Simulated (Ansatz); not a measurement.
# BBrH4Si: ladder of basis sets from a Python script

How does the energy of BBrH4Si converge with the basis? Wanted for BBrH4Si: a ladder of basis sets. SMILES: B[SiH2]Br.

All numbers are computed with Ansatz 0.2.0, driven from Python. The levels of theory stand in the script.

### Step 1. The system

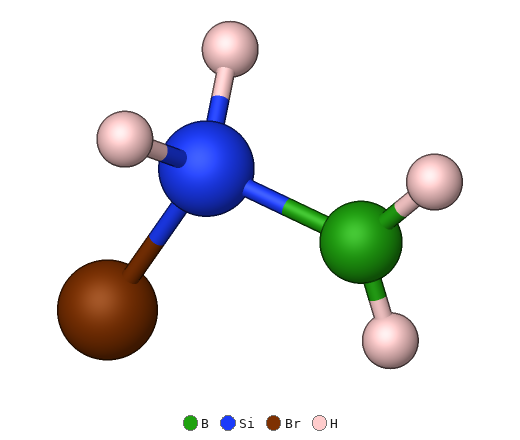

The starting structure, viewed from a chosen angle; boron green, silicon blue, bromine brown, hydrogen pink.

The script holds or builds the structure itself.

### Step 2. The script

basis_bbrh4si.py

```python
'''Basis-set convergence for BBrH4Si.'''

import warnings

import ansatz as az
from ase import Atoms


def main() -> None:
    warnings.simplefilter('ignore', az.DeckWarning)

    atoms = Atoms(['B', 'Si', 'Br', 'H', 'H', 'H', 'H'], positions=[
        [-0.9246, 0.0903, -0.6755],
        [0.6196, 0.0718, 0.4118],
        [0.9795, -2.0498, 1.043],
        [-1.4956, -0.847, -0.9212],
        [-1.3457, 1.1582, -1.1442],
        [0.4309, 0.9359, 1.599],
        [1.7971, 0.5726, -0.3585],
    ])
    system = az.Crystal.molecule_from_ase(atoms)

    model = system.calculation().functional('pbe0')

    energies = {}
    for basis in ['def2-SVP', 'def2-SVPD', 'def2-TZVP', 'def2-TZVPP']:
        data = model.basis(gaussian=basis).run(threads=1).report
        size = data['n_frozen'] + data['n_occupied'][0] + data['n_virtual'][0]
        energies[basis] = (data['reference_energy_ev'] / 27.211386246, data['free_energy_ev'] / 27.211386246)
        print(f'{basis:14s} {size:4d} orbitals  reference {energies[basis][0]:14.6f} Ha  total {energies[basis][1]:14.6f} Ha')

    last = energies['def2-TZVPP'][1]
    for basis, (_, total) in energies.items():
        print(f'{basis:14s} lies {27.211386 * (total - last):9.4f} eV above def2-TZVPP')


if __name__ == '__main__':
    main()
```

### Step 3. What the engine is handed

The engine receives this input (first run):

```yaml
crystal:
  periodic: [false, false, false]
  atoms:
    - { symbol: B, position_ang: [-0.9246, 0.0903, -0.6755] }
    - { symbol: Si, position_ang: [0.6196, 0.0718, 0.4118] }
    - { symbol: Br, position_ang: [0.9795, -2.0498, 1.043] }
    - { symbol: H, position_ang: [-1.4956, -0.847, -0.9212] }
    - { symbol: H, position_ang: [-1.3457, 1.1582, -1.1442] }
    - { symbol: H, position_ang: [0.4309, 0.9359, 1.599] }
    - { symbol: H, position_ang: [1.7971, 0.5726, -0.3585] }
basis:
  gaussian:
    orbitals: def2-SVP
hamiltonian:
  xc: pbe0
```

### Step 4. Launch

Started as:

```
> python basis_bbrh4si.py
```

Output:

```text
def2-SVP         84 orbitals  reference   -2890.004272 Ha  total   -2890.004272 Ha
def2-SVPD       117 orbitals  reference   -2890.011495 Ha  total   -2890.011495 Ha
def2-TZVP       140 orbitals  reference   -2890.449151 Ha  total   -2890.449151 Ha
def2-TZVPP      177 orbitals  reference   -2890.449943 Ha  total   -2890.449943 Ha
def2-SVP       lies   12.1273 eV above def2-TZVPP
def2-SVPD      lies   11.9308 eV above def2-TZVPP
def2-TZVP      lies    0.0215 eV above def2-TZVPP
def2-TZVPP     lies    0.0000 eV above def2-TZVPP
```

Wall time 14 s (1 thread of Arm Neoverse V2, shared host); peak memory 0.44 GiB.

### Step 5. Inputs of later runs

The engine's inputs for the other runs:

Run 2, against run 1:

```diff
@@ -13 +13 @@
-    orbitals: def2-SVP
+    orbitals: def2-SVPD
```

Run 3, against run 1:

```diff
@@ -13 +13 @@
-    orbitals: def2-SVP
+    orbitals: def2-TZVP
```

Run 4, against run 1:

```diff
@@ -13 +13 @@
-    orbitals: def2-SVP
+    orbitals: def2-TZVPP
```

### Step 6. Run by run

One row for each of the 4 runs:

| run | basis | energy (eV) | SCF cycles | CPU time (s) |
| --- | --- | --- | --- | --- |
| 1 | def2-SVP | -78641.0225 | 14 | 1.9 |
| 2 | def2-SVPD | -78641.2191 | 14 | 2.8 |
| 3 | def2-TZVP | -78653.1283 | 16 | 3.6 |
| 4 | def2-TZVPP | -78653.1498 | 16 | 4.8 |

### Step 7. Summary of results

| quantity | value |
| --- | --- |
| runs compared | 4 |
| change of the total from set to set | -0.197, -11.909, -0.022 eV |

**Reading.** Against def2-SVP: def2-SVPD -7.2 mHa, def2-TZVP -444.9 mHa and def2-TZVPP -445.7 mHa. The last step alone is -0.79 mHa (these two sets differ little on atoms other than hydrogen). From the first set to the last the time grows from 1.9 to 4.8 s. The drop along the ladder measures the basis error, and is no property of the molecule. The geometry is a force-field or estimated start, not a minimum of this method, and the last set is no limit. Much of the fall in a total is atomic energy, which cancels in bond and reaction energies.
